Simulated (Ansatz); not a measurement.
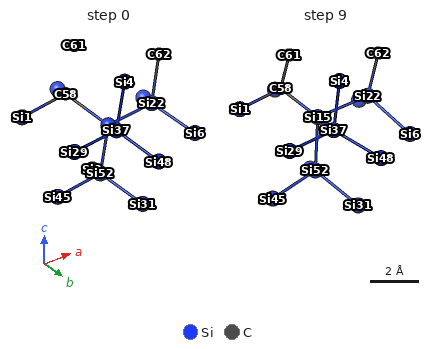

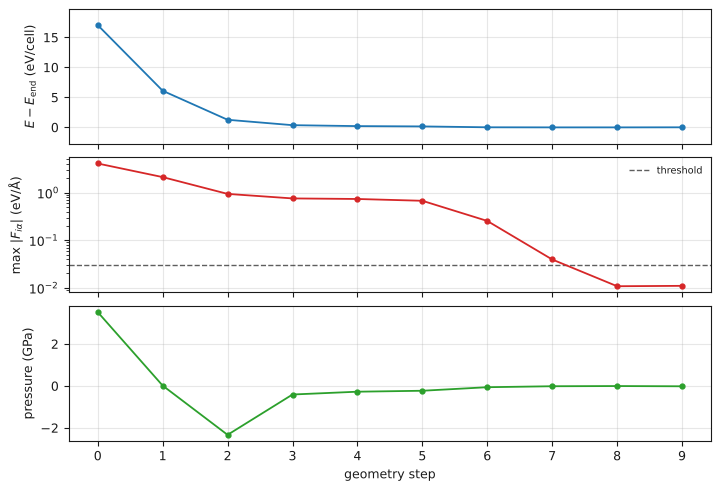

First and last geometry of a relaxation of a crystal of Si56C8 (a generated structure, set up in P1), with the history of the run. A ball-and-stick model of the atoms within 4.2 Å of the atom that moves most (axes of the cell of the calculation (origin shifted)), seen from a free direction.

All numbers below come from DFT, PBEsol, PAW, plane waves (Ansatz). Settings: plane-wave cutoff 420 eV; k-point mesh 1 × 1 × 1; mesh shifted by (0.5, 0.5, 0.5); no spin polarisation; cell relaxed at fixed shape; force threshold 0.03 eV/Å; at most 80 steps.

**Read the history and describe the run.**

It converged. After 9 geometry steps the energy has fallen by 17.053 eV per cell of the calculation. Largest force component: 4.1 eV/Å at the start, 0.011 eV/Å at the end. The pressure goes from 3.52 to −0.02 GPa. The largest move relative to the cell is that of a Si atom, 0.45 Å along [−1 −3 3]. By element the largest moves are Si 0.45 Å, C 0.43 Å. Cell: a = b = c 10.415 → 10.338 Å (−0.7 %). Volume −2.2 %. Near-neighbour distances that change, for instance: C–C 2.251 → 1.624 Å, Si–Si 3.645 → 3.088 Å, C–Si 2.265 → 1.975 Å, C–Si 2.256 → 1.988 Å. New bonds form: C–C (2.25 → 1.62 Å). Bond angles that change, for instance: Si–Si–Si 108.3° → 96.6°, Si–Si–Si 110.3° → 120.7°, Si–Si–Si 108.0° → 97.7°. The space group stays P1 (No. 1). The run took 10 s on 1 × NVIDIA GB300 with 8 threads of Arm Neoverse-V2, peak memory 2 GiB.
